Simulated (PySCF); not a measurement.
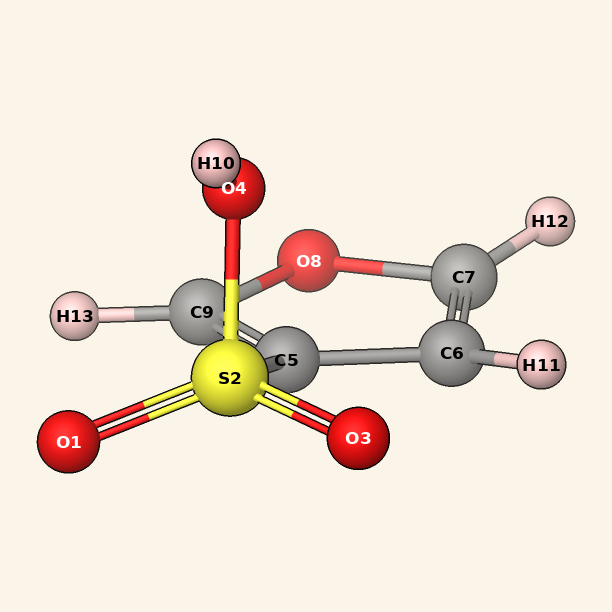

C5 lies behind S2. The molecule seen a little off the S2–C5 bond, S2 in front. Depth is shown by fading: the farther an atom, the more it takes the colour of the background. Geometry: a frame of a GFN2-xTB molecular-dynamics simulation, not a minimum.

> What is the torsion angle O4–S2–C5–C6? The sign is positive where the front bond must turn clockwise to cover the back bond.

88°, about perpendicular.
